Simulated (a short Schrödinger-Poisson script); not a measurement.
Structure: MOS inversion layer, SiO2 on p-type GaAs, at 300 K.

```tsv
layer	material	thickness (nm)	Na (cm⁻³)
1	SiO2	3.1	-
2	GaAs	500	9.9e17
```

Constants are typed, rounded textbook-type inputs, not results; the design itself was drawn at random and stands for no fabricated device. SiO2: permittivity 3.9, conduction-band edge (eV) 3.17, gap (eV) 9, electron mass (mₑ) 0.5. GaAs: permittivity 12.9, conduction-band edge (eV) 0, gap (eV) 1.424, Nv at 300 K (cm⁻³) 9e18.

Channel valleys (confinement mass, in-plane density-of-states mass, number): Γ 0.067, 0.067, 1. At the gate the conduction-band edge of layer 1 lies 3.65 eV − eVg above the Fermi level of the channel; the field vanishes at the back. Gaps are held at their typed values at every temperature. Mesh 0.03 nm at interfaces.

Solved with a short Schrödinger-Poisson script written for these runs: 1D Poisson equation in equilibrium, electrons quantum, Hartree (BenDaniel-Duke, 12 states a valley, the channel's in-plane mass for all, wave functions ending at the dielectric), parabolic valleys, classical holes, full ionisation, no traps, pinning or gate leakage.

Only gate voltages with over 1e8 electrons/cm² are shown.

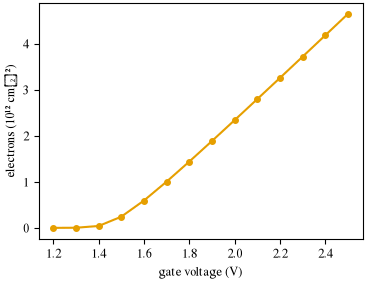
*Sheet density against gate voltage*

```csv
Vg (V),electrons (cm⁻²),C (μF/cm²),Γ E0 (meV),Γ E1 (meV)
1.2,1.44e8,0.206,220.3,429.9
1.4,4.08e10,0.318,73.6,292.4
1.6,5.93e11,0.677,-6.2,220.1
1.8,1.44e12,0.742,-47.6,185.4
2,2.34e12,0.760,-82.4,156.8
2.2,3.25e12,0.768,-115.8,129.6
2.4,4.18e12,0.773,-148.8,102.7
```

Subbands count from the Fermi level.

Above a few 1e12 electrons/cm² a light Γ valley is non-parabolic and upper valleys begin to fill, which the model leaves out.
